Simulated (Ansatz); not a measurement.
## Converging the k-point mesh: the (111) slab of LuH2 (cut from a parent of space group no. 225; 9 atoms in the cell)

```xyz
9
Lattice="3.5385 0.0000 0.0000 1.7692 3.0644 0.0000 0.0000 0.0000 21.2229" Properties=species:S:1:pos:R:3 pbc="T T T"
H      1.7692     1.0215     7.0000
H      0.0000     0.0000     8.4446
H      3.5385     2.0429     9.8892
H      1.7692     1.0215    11.3338
H      0.0000     0.0000    12.7783
H      3.5385     2.0429    14.2229
Lu     3.5385     2.0429     7.7223
Lu     0.0000     0.0000    10.6115
Lu     1.7692     1.0215    13.5006
```

Computed with PBEsol, default PAW files made with PBE (plane waves; Ansatz, a quantum-chemistry and plane-wave program).

Base settings: basis.ecutwfc = 420 eV; kpoints.mp_grid.grid = 10 10 1; hamiltonian.xc = pbesol; hamiltonian.pseudopotentials = {kind: paw} (the program's default PAW files); scf.occupations.method = gaussian; scf.occupations.width = 0.1 eV.

Only quantities that move along the ladder and can be compared are tabulated.

The count of work is k-points × plane waves × bands × iterations; it is no time. 

The starting cell comes from a database of computed structures (which also holds hypothetical and non-ambient phases and stackings), without a prior relaxation at this level. The slab is cut from that crystal, and its faces are unrelaxed. Its lattice was rescaled by up to half a per cent.

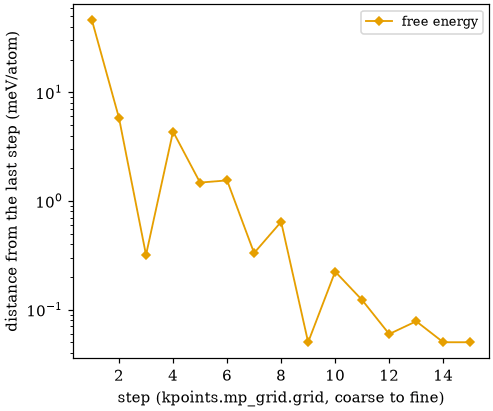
Figure. Distance from the last step along the ladder; very small values are drawn at a floor.

```tsv
kpoints.mp_grid.grid	free energy less the last step's (meV/atom)	largest difference of a force vector from the last step's (eV/Å)	count of work / last
2 2 1	-45.89	0.428	0.028
3 3 1	5.80	0.052	0.046
4 4 1	-0.32	0.160	0.050
5 5 1	4.35	0.043	0.062
6 6 1	1.47	0.061	0.087
7 7 1	-1.54	0.011	0.11
8 8 1	0.33	0.004	0.12
9 9 1	0.64	0.006	0.15
10 10 1	0.02	0.003	0.17
11 11 1	-0.22	0.005	0.20
13 13 1	0.12	0.001	0.26
15 15 1	-0.06	0.001	0.34
17 17 1	0.08	0.001	0.41
20 20 1	-0.01	0.001	0.55
24 24 1	-0.01	0.001	0.76
28 28 1	0.00	0.000	1.0
```

Coarsest kpoints.mp_grid.grid that holds the forces within 0.02 eV/Å of the last step, with all finer ones: 7 7 1, at 0.11 of the last step's count of work; the step before is off by 0.061 eV/Å.

Coarsest kpoints.mp_grid.grid that holds the free energy within 1 meV/atom of the last step, with all finer ones: 8 8 1, at 0.12 of the last step's count of work; the step before is off by 1.5 meV/atom.

Keys are those of Ansatz 0.2.
